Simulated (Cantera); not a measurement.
A closed system holds: 1 mol Si₃N₄, 0.082 mol N₂O, 1 mol N₂, held at 0.000230 bar.

Equilibrium computed with Cantera from the NASA thermochemical tables; the gas is ideal and each condensed phase is pure. Candidate condensed phases: Si, SiO₂, Si₂N₂O, Si₃N₄; 16 gas species. Mutual solubility and eutectic melting of coexisting phases are not modelled. The tables' values for SiN are old estimates; treat these amounts as uncertain. Equilibrium is a limit: real reactors are often held back by kinetics, nucleation or transport.

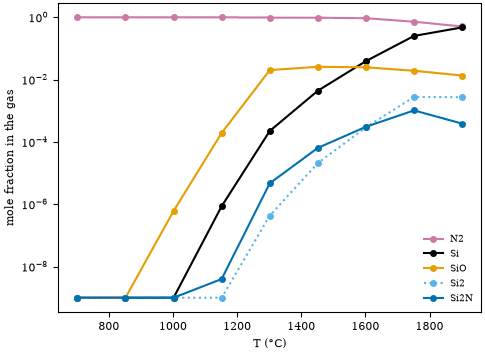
Figure. Equilibrium gas composition (values under 1e-9 drawn at 1e-9)

From 702 °C to 1302 °C the condensed part is Si₂N₂O(s) + Si₃N₄(s). From 1452 °C to 1752 °C the condensed part is Si(l). At 1902 °C nothing is condensed.
